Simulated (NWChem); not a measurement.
# One shape, several levels: CH7AlGe (SMILES [AlH2][CH2][GeH3])

Wanted: a comparison of 3 runs (HF/STO-3G, HF/3-21G, B3LYP/6-31G*) of CH7AlGe. 

The calculation is run with NWChem 7.3.0.

**1. The structure to begin with**

CH7AlGe: 10 atoms, total charge 0, spin state singlet. As SMILES, `[AlH2][CH2][GeH3]`. Geometry: relaxed at PBE0-D4/def2-TZVP.

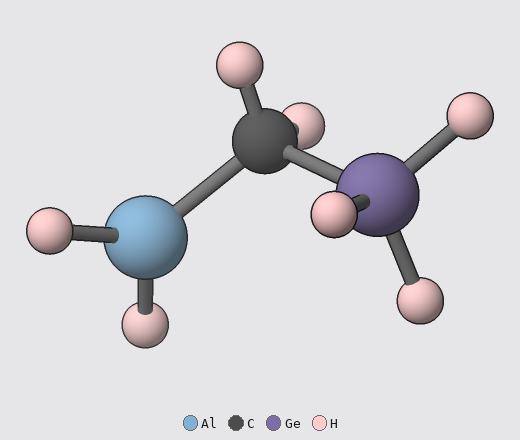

Viewed from a chosen angle; aluminium light blue, carbon dark grey, germanium purple, hydrogen pink.

**2. Energy and gradient at HF/STO-3G (run 1)**

run.py reads:

```python
from ase import Atoms
from ase.calculators.nwchem import NWChem

atoms = Atoms(['Al', 'C', 'Ge', 'H', 'H', 'H', 'H', 'H', 'H', 'H'], positions=[
    [-1.445300, 0.298800, -1.061100],
    [0.453400, 0.237100, -0.649000],
    [0.837300, -0.373500, 1.172700],
    [-2.167800, -0.980300, -1.664700],
    [-2.279900, 1.616300, -0.761400],
    [0.907600, 1.228100, -0.746100],
    [0.978000, -0.447300, -1.322800],
    [0.266100, -1.788000, 1.392800],
    [0.181000, 0.569100, 2.200300],
    [2.352800, -0.411400, 1.442200],
])

calc = NWChem(
    label='sp',
    theory='scf',
    memory='2200 mb',
    basis='STO-3G',
    basispar='spherical bse',
    scf={'nopen': '0', 'rhf': None, 'thresh': '1e-08', 'maxiter': '80'},
)
atoms.calc = calc

forces = atoms.get_forces()
print("Total energy (eV):", round(atoms.get_potential_energy(), 6))
print("forces (eV/A):")
for s, f in zip(atoms.symbols, forces):
    print(f"{s:2s} {f[0]:10.5f} {f[1]:10.5f} {f[2]:10.5f}")
print("dipole (e A):", atoms.get_dipole_moment().round(4))
```

Run with:

```bash
$ export ASE_NWCHEM_COMMAND="nwchem PREFIX.nwi > PREFIX.nwo"
$ python run.py
```

Log:

```text
Total energy (eV): -63463.931985
forces (eV/A):
Al   -1.25804    0.03589   -0.26488
C    -0.55634   -0.22991    0.60786
Ge    0.17463   -0.36695    1.08614
H     1.12990    1.96936    0.93259
H     1.30242   -2.02788   -0.45812
H    -0.18363   -0.55700   -0.15632
H    -0.22677    0.51736    0.21258
H     0.76321    1.89403   -0.26709
H     0.87762   -1.27912   -1.35312
H    -2.02305    0.04417   -0.33964
dipole (e A): [-0.0064  0.0373 -0.1085]
```

The calculator wrote sp.nwi:

```
title "sp"

permanent_dir sp

scratch_dir sp

start sp

geometry units angstrom nocenter noautosym noautoz
  Al -1.4453000000000000e+00 2.9880000000000001e-01 -1.0610999999999999e+00
  C  4.5340000000000003e-01 2.3710000000000001e-01 -6.4900000000000002e-01
  Ge 8.3730000000000004e-01 -3.7350000000000000e-01 1.1727000000000001e+00
  H  -2.1678000000000002e+00 -9.8029999999999995e-01 -1.6647000000000001e+00
  H  -2.2799000000000000e+00 1.6163000000000001e+00 -7.6139999999999997e-01
  H  9.0759999999999996e-01 1.2281000000000000e+00 -7.4609999999999999e-01
  H  9.7799999999999998e-01 -4.4729999999999998e-01 -1.3228000000000000e+00
  H  2.6610000000000000e-01 -1.7880000000000000e+00 1.3928000000000000e+00
  H  1.8099999999999999e-01 5.6910000000000005e-01 2.2002999999999999e+00
  H  2.3527999999999998e+00 -4.1139999999999999e-01 1.4421999999999999e+00
end

memory 2200 mb

basis spherical bse noprint
   * library STO-3G
end

scf
  nopen 0
  rhf
  thresh 1e-08
  maxiter 80
end

task scf gradient
```

sp.nwo:

```text
Northwest Computational Chemistry Package (NWChem) 7.3.0
             --------------------------------------------------------

           Job information
           ---------------

    nwchem branch   = 7.3.0
    use scalapack   = T
    input           = sp.nwi
    prefix          = sp.
    data base       = sp/sp.db
    status          = startup
    nproc           =        1

           Memory information
           ------------------

    heap     =     72089598 doubles =      550.0 Mbytes
    stack    =     72089595 doubles =      550.0 Mbytes
    global   =    144179200 doubles =     1100.0 Mbytes (distinct from heap & stack)
    total    =    288358393 doubles =     2200.0 Mbytes
    verify   = yes
    hardfail = no

[... 139 lines left out ...]
 Convergence threshold     :          1.000E-08
[... 12 lines left out ...]
       Final RHF  results
[... 3 lines left out ...]
      One-electron energy =  -3728.593612178543
[... 1 line left out ...]
 Nuclear repulsion energy =    229.036103091708
[... 47 lines left out ...]
                       ROHF Final Molecular Orbital Analysis
[... 243 lines left out ...]
                         RHF ENERGY GRADIENTS

    atom               coordinates                        gradient
                 x          y          z           x          y          z
   1 Al     -2.731221   0.564650  -2.005188    0.024465  -0.000698   0.005151
   2 C       0.856802   0.448054  -1.226432    0.010819   0.004471  -0.011821
   3 Ge      1.582268  -0.705813   2.216082   -0.003396   0.007136  -0.021122
[... 6 lines of this table left out ...]
  10 H       4.446147  -0.777433   2.725363    0.039342  -0.000859   0.006605

                 ----------------------------------------
                 |  Time  |  1-e(secs)   |  2-e(secs)   |
                 ----------------------------------------
                 |  CPU   |       0.00   |       1.19   |
                 ----------------------------------------
                 |  WALL  |       0.00   |       1.19   |
                 ----------------------------------------

 Task  times  cpu:        4.4s     wall:        4.4s
 Total times  cpu:        4.5s     wall:        4.5s
```

Run time: 5.7 s. Hardware: 1 thread of Intel Xeon Platinum 8375C at 2.90GHz (Ice Lake), shared host; peak memory 0.1 GiB.

**3. Energy and forces at HF/3-21G (run 2)**

ch7alge.nw reads:

```
start ch7alge
title "CH7AlGe"
memory stack 880 mb heap 220 mb global 1100 mb

geometry units angstrom noautosym nocenter noautoz
Al   -1.445300    0.298800   -1.061100
C     0.453400    0.237100   -0.649000
Ge    0.837300   -0.373500    1.172700
H    -2.167800   -0.980300   -1.664700
H    -2.279900    1.616300   -0.761400
H     0.907600    1.228100   -0.746100
H     0.978000   -0.447300   -1.322800
H     0.266100   -1.788000    1.392800
H     0.181000    0.569100    2.200300
H     2.352800   -0.411400    1.442200
end

basis "ao basis" spherical bse
* library 3-21G
end

scf
thresh 1e-08
maxiter 80
end

task scf gradient
```

Run with:

```bash
$ nwchem ch7alge.nw > ch7alge.out
```

Log:

```text
[...]
  functions       =    58
[...]
  wavefunction    = RHF
[...]
         Total SCF energy =  -2347.619059037666
      One-electron energy =  -3731.055092348216
      Two-electron energy =   1154.399930218842
 Nuclear repulsion energy =    229.036103091709
        Time for solution =      3.2s
[...]
                         RHF ENERGY GRADIENTS
    atom               coordinates                        gradient
                 x          y          z           x          y          z
   1 Al     -2.731221   0.564650  -2.005188    0.004538  -0.001009   0.003573
   2 C       0.856802   0.448054  -1.226432   -0.011233   0.000304  -0.002377
   3 Ge      1.582268  -0.705813   2.216082   -0.003283   0.000060  -0.000564
   4 H      -4.096548  -1.852498  -3.145827    0.002449   0.003006   0.001517
   5 H      -4.308386   3.054364  -1.438837    0.002719  -0.003122  -0.000613
   6 H       1.715115   2.320772  -1.409925    0.001826   0.004211   0.001508
   7 H       1.848152  -0.845274  -2.499730    0.002159  -0.004071  -0.001320
   8 H       0.502856  -3.378830   2.632010    0.000615   0.001065  -0.000293
   9 H       0.342040   1.075443   4.157964    0.000672  -0.000616  -0.000873
  10 H       4.446147  -0.777433   2.725363   -0.000464   0.000172  -0.000558
[...]
```

It took 5.4 s on 1 thread of Intel Xeon Platinum 8375C at 2.90GHz (Ice Lake), shared host; peak memory 0.1 GiB.

**4. Energy and forces at B3LYP/6-31G(d) (Cartesian functions) (run 3)**

mol.nw reads:

```
start mol
memory 2200 mb
charge 0

geometry units angstrom noautosym nocenter noautoz
Al   -1.445300    0.298800   -1.061100
C     0.453400    0.237100   -0.649000
Ge    0.837300   -0.373500    1.172700
H    -2.167800   -0.980300   -1.664700
H    -2.279900    1.616300   -0.761400
H     0.907600    1.228100   -0.746100
H     0.978000   -0.447300   -1.322800
H     0.266100   -1.788000    1.392800
H     0.181000    0.569100    2.200300
H     2.352800   -0.411400    1.442200
end

basis
Al library 6-31G*
C library 6-31G*
Ge library 6-31G*
H library 6-31G*
end

dft
xc b3lyp
grid xfine
convergence energy 1e-08
iterations 100
mulliken
print medium
end

task dft gradient
```

Run with:

```bash
$ nwchem mol.nw > mol.out
```

Log:

```text
[...]
          Wavefunction type:  closed shell.
          No. of atoms     :    10
          No. of electrons :    58
[...]
          Charge           :     0
          Spin multiplicity:     1
[...]
          AO basis - number of functions:    83
[...]
              XC Information
              --------------
                         B3LYP Method XC Potential
                     Hartree-Fock (Exact) Exchange  0.200
                        Slater Exchange Functional  0.800 local
                    Becke 1988 Exchange Functional  0.720 non-local
              Lee-Yang-Parr Correlation Functional  0.810
                  VWN I RPA Correlation Functional  0.190 local
[...]
 d= 0,ls=0.0,diis     1  -2361.4619643153 -2.59D+03  9.13D-03  1.06D+00     5.8
[...]
 d= 0,ls=0.0,diis     9  -2361.4967927586 -1.72D-10  9.35D-08  3.01D-11    41.0
         Total DFT energy =    -2361.496792758572
      One electron energy =    -3742.957899206906
           Coulomb energy =     1258.164440960099
    Exchange-Corr. energy =     -105.739437603474
 Nuclear repulsion energy =      229.036103091709
[...]
  wavefunction    = closed shell
                         DFT ENERGY GRADIENTS
    atom               coordinates                        gradient
                 x          y          z           x          y          z
   1 Al     -2.731221   0.564650  -2.005188    0.002782  -0.000022   0.000475
   2 C       0.856802   0.448054  -1.226432   -0.000811  -0.001241   0.003379
   3 Ge      1.582268  -0.705813   2.216082   -0.000038   0.000627  -0.001837
   4 H      -4.096548  -1.852498  -3.145827    0.000664   0.000670   0.000471
   5 H      -4.308386   3.054364  -1.438837    0.000732  -0.000784  -0.000031
   6 H       1.715115   2.320772  -1.409925   -0.001009  -0.001356   0.000089
   7 H       1.848152  -0.845274  -2.499730   -0.001119   0.000964   0.000913
   8 H       0.502856  -3.378830   2.632010    0.000627   0.002292  -0.000712
   9 H       0.342040   1.075443   4.157964    0.000766  -0.001329  -0.001953
  10 H       4.446147  -0.777433   2.725363   -0.002593   0.000179  -0.000794
[...]
```

Wall time 56 s (1 thread of Intel Xeon Platinum 8375C at 2.90GHz (Ice Lake), shared host); peak memory 0.15 GiB.

**5. All runs side by side**

| run | level | Cartesian functions | iteration cap | energy (Eh) | dipole moment (D) | HOMO energy (eV) | LUMO energy (eV) | wall time |
| --- | --- | --- | --- | --- | --- | --- | --- | --- |
| 1 | HF/STO-3G | no | 80 | -2332.256502 | 0.55 | -8.37 | 8.78 | 5.7 s |
| 2 | HF/3-21G | no | 80 | -2347.619059 | 0.87 | -10.76 | 1.28 | 5.4 s |
| 3 | B3LYP/6-31G* (Cartesian functions) | yes | 100 | -2361.496793 | 0.95 | -7.64 | -1.57 | 56 s |

**6. What came out**

```
                       quantity           value
            run 3: total energy  -2361.49679 Eh
           run 3: dipole moment          0.95 D
             run 3: HOMO energy        -7.64 eV
             run 3: LUMO energy        -1.57 eV
           run 3: HOMO–LUMO gap         6.07 eV
run 3: largest force on an atom      0.190 eV/Å
```

The dipole moment (its size) runs from 0.55 D (HF/STO-3G) to 0.95 D (B3LYP/6-31G*). The two ends differ in method and basis. The HOMO–LUMO gap runs from 6.07 eV (B3LYP/6-31G*) to 17.15 eV (HF/STO-3G). In run 1 the basis is minimal, so the values are rough. All runs together took 68 s, the longest 56 s.
